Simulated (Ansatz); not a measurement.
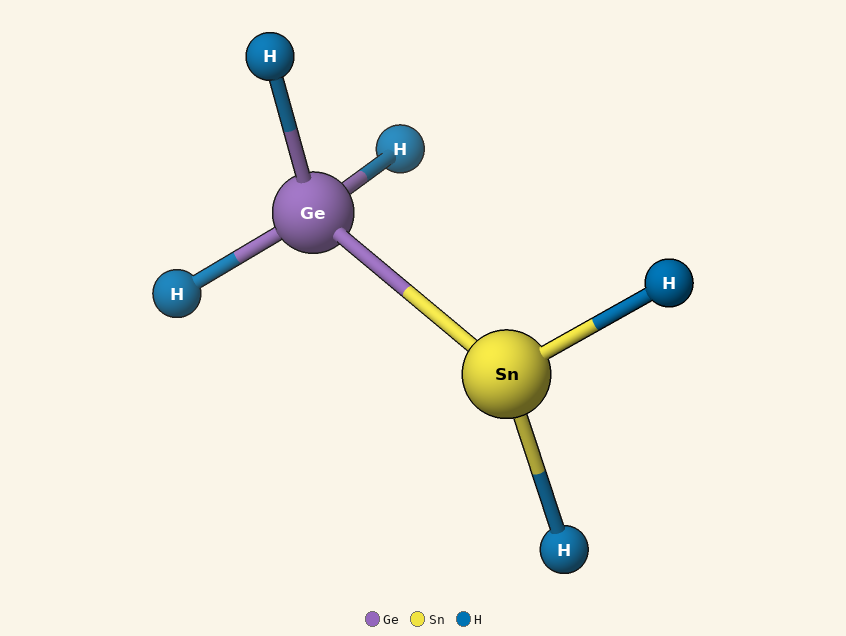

The structure as it stands in the input.

Input file:

```yaml
crystal:
  periodic: [false, false, false]
  atoms:
    - {symbol: Ge, position_ang: [-0.552669, -0.837743, -0.493531]}
    - {symbol: Sn, position_ang: [0.615789, 0.844736, 1.107740]}
    - {symbol: H, position_ang: [-0.159369, -2.165717, -0.321443]}
    - {symbol: H, position_ang: [-2.131768, -0.681514, -0.261464]}
    - {symbol: H, position_ang: [-0.334563, -0.407158, -2.020203]}
    - {symbol: H, position_ang: [0.170664, 2.431920, 0.959099]}
    - {symbol: H, position_ang: [2.381849, 0.766338, 0.906510]}
basis:
  gaussian: {orbitals: ANO-RCC-VTZP}
magnetization: {spin_polarized: true, initial_magnetization: 1}
hamiltonian: {xc: {name: wPBEh}, pseudopotentials: {relativity: none}}
output: {forces: true}
```

It was started with:

```sh
ansatz run in.yaml --threads 2 --pin off --events-out ev --progress --plain --max-ram 22528MiB --backend cpu
```

Result:

```
Functional definition: wPBEh
  name "wPBEh"
  cite "Heyd, Scuseria & Ernzerhof, J. Chem. Phys. 118, 8207 (2003) doi:10.1063/1.1564060"
  cite "Krukau, Vydrov, Izmaylov & Scuseria, J. Chem. Phys. 125, 224106 (2006) doi:10.1063/1.2404663"
  cite "Heyd & Scuseria, J. Chem. Phys. 120, 7274 (2004) doi:10.1063/1.1668634"
  cite "Ernzerhof & Perdew, J. Chem. Phys. 109, 3313 (1998) doi:10.1063/1.476928"
  cite "Perdew, Burke & Ernzerhof, Phys. Rev. Lett. 77, 3865 (1996) doi:10.1103/PhysRevLett.77.3865"
  parent pbe
  parameter a = 0.25
  parameter omega = 0.11/bohr
  exchange = wpbe_x - a*pbe_x_sr(omega) + a*exact_x_sr(omega)
  correlation = pbe_c
1623 factors; their error is unknown
102 factors; integrals over basis functions are off by at most 4.1e-6 eV
mean field evaluation 1: about -215545.4508 eV, gradient 1.5e1 eV
mean field evaluation 2: about -215545.9169 eV, gradient 1.3e1 eV
mean field evaluation 4: about -215546.2603 eV, gradient 4.1e-1 eV
mean field evaluation 8: about -215546.6380 eV, gradient 1.5e-1 eV
mean field evaluation 16: about -215546.6381 eV, gradient 6.3e-5 eV
mean field -215546.63806155 eV, -7921.1928460033 hartree, gradient 6.3e-5 eV, S^2 0.753326; 0 other end points of the search recorded, 0 dependent functions left out
the calculation of the forces begins
reference -215546.63814271 eV, -7921.1928489856 hartree; 44, 43 occupied and 137, 138 virtual orbitals, 1623 factors
WARN: the results are in doubt because the basis set is contracted for relativity, which is off
Total energy: -215546.63814271 eV, -7921.1928489856 hartree
Atom 0 at    -0.552669    -0.837743    -0.493531 Å, force    -0.744365     4.573540    -0.088805 eV/Å
Atom 1 at     0.615789     0.844736     1.107740 Å, force     0.580993    -0.888503    -0.371314 eV/Å
Atom 2 at    -0.159369    -2.165717    -0.321443 Å, force     0.627434    -2.507226     0.237936 eV/Å
Atom 3 at    -2.131768    -0.681514    -0.261464 Å, force     1.098817    -0.253713    -0.227732 eV/Å
Atom 4 at    -0.334563    -0.407158    -2.020203 Å, force    -0.139886    -0.356737     1.029539 eV/Å
Atom 5 at     0.170664     2.431920     0.959099 Å, force     0.083119    -0.668394    -0.441404 eV/Å
Atom 6 at     2.381849     0.766338     0.906510 Å, force    -1.506112     0.101033    -0.138220 eV/Å
Dipole moment:    -0.021475    -0.059950     0.042064 e Å
In doubt: the basis set is contracted for relativity, which is off
```

The run converged.
